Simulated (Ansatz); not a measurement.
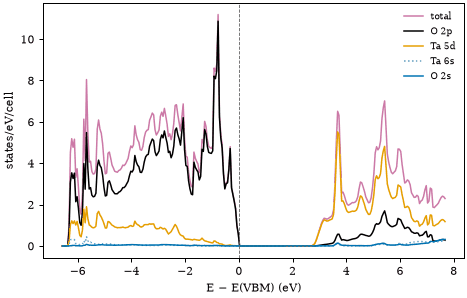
*Total and projected density of states of Ta$_{2}$O$_{5}$ in space group Cmmm (No. 65; Ta on 4i, O on 4j, O on 4i, O on 2a), the program Ansatz at the r²SCAN level (PAW)*

Q: Which orbitals carry the states next to the gap?

A: Top 1 eV of the valence band: O 2p 97 %. Bottom 1 eV of the conduction band: Ta 5d 89 %, O 2p 8 %. Projections are on Löwdin-orthogonalised atomic valence shells; empty p or d shells of many metals are not among them.

Q: Where is the tallest occupied peak in this window, and what makes it?

A: Near -0.8 eV, about 11 states/eV per cell; the largest projected share is O 2p.

The workflow started from a Materials Project entry (that database holds measured and hypothetical structures alike); the Crystallography Open Database copy checked does not list it. COD files the formula under space group No. 49. Its standing as an ambient phase is unchecked. Symmetry was held in the r²SCAN relaxation; phonons show weakly imaginary modes. No spin polarisation was allowed. Scalar-relativistic: spin–orbit coupling is off unless named, which matters more the heavier the elements.

Potentials: the earlier of the program's two PAW sets.
